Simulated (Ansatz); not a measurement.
## Electronic structure of H5HfNO3 in real space

The calculation's input:

```
crystal:
  periodic: [false, false, false]
  atoms:
    - { symbol: Hf, position_ang: [0.0, 0.0, 0.0] }
    - { symbol: "N", position_ang: [0.0, 0.0, 2.21] }
    - { symbol: H, position_ang: [-0.877, -0.2713, 2.74] }
    - { symbol: H, position_ang: [0.877, 0.2713, 2.74] }
    - { symbol: O, position_ang: [1.952, 0.0, -0.6893] }
    - { symbol: H, position_ang: [2.2684, -0.9521, -0.806] }
    - { symbol: O, position_ang: [-0.975, 1.6891, -0.6893] }
    - { symbol: H, position_ang: [-1.9328, 1.4584, -0.9117] }
    - { symbol: O, position_ang: [-0.975, -1.6891, -0.6893] }
    - { symbol: H, position_ang: [-1.4296, -2.1548, 0.0831] }
basis:
  gaussian: { orbitals: def2-SVP }
hamiltonian:
  xc: pbe0
  dispersion: d4
relax:
  f_tol: 0.02
  max_steps: 40
output:
  orbitals: {}
```

Run with:

```sh
ansatz run input.yaml --threads 2 --pin off --max-ram 3072MiB --backend cpu --events-out ev --progress --plain --runs-dir out
```

The fields are those of the run's last geometry, not of the input's.

Core potentials replace the inner electrons of Hf.

The calculation used RKS PBE0-D4/def2-SVP in Ansatz.

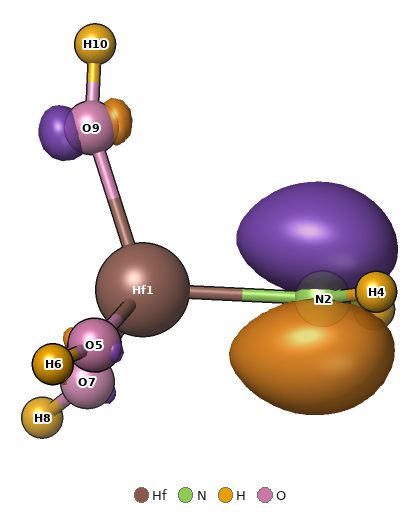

Figure 1. The HOMO at ±0.2 Å⁻³ᐟ² (orange and purple are the two phases), seen from one side.

Describe this orbital and give its energy.

By Hirshfeld shares it lies mainly on N2 (about 70 %) and Hf1 (about 15 %); largely a lone pair of N2. Its energy is −6.68 eV.

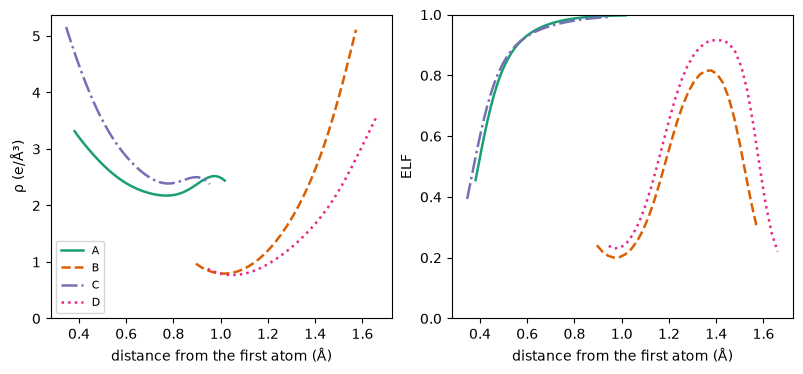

Figure 2. Electron density and electron localisation function along straight lines between neighbouring atoms. The curves leave out the atomic cores.

Which curve belongs to which contact (Hf–N, Hf–O, N–H and O–H)? The first atom named is at distance zero.

Curve A: N–H (1.02 Å): ρ is about 2.7 e/Å³ halfway; the ELF climbs to about 1 towards the hydrogen, as it does in any bond to H (an ordinary covalent bond to hydrogen). Curve B: Hf–O (1.94 Å): the density is about 0.82 e/Å³ at the midpoint; the ELF peaks at about 0.80 in the valence shell of O, 0.6 Å from its nucleus, and drops to about 0.20 between the two atoms. Curve C: O–H (0.95 Å): the density is about 3.7 e/Å³ at the midpoint; the ELF climbs to about 1 towards the hydrogen; a covalent bond by its length. Curve D: Hf–N (2.04 Å): ρ is about 0.78 e/Å³ halfway; the ELF peaks at about 0.90 in the valence shell of N, 0.7 Å from its nucleus, and is about 0.25 at the midpoint.

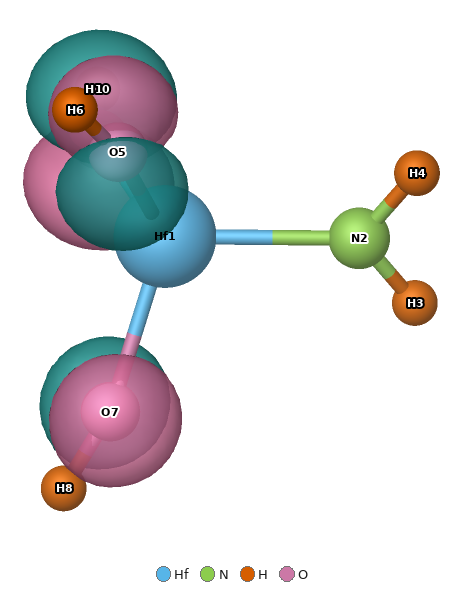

Figure 3. The HOMO−1 at ±0.15 Å⁻³ᐟ² (teal and pink are the two phases), seen at a tilt.

Describe this orbital and give its energy.

It lies mainly on O9 (about 40 %), O5 (about 25 %) and O7 (about 25 %); largely a combination of lone pairs on O9, O5 and O7. Its energy is −8.22 eV.
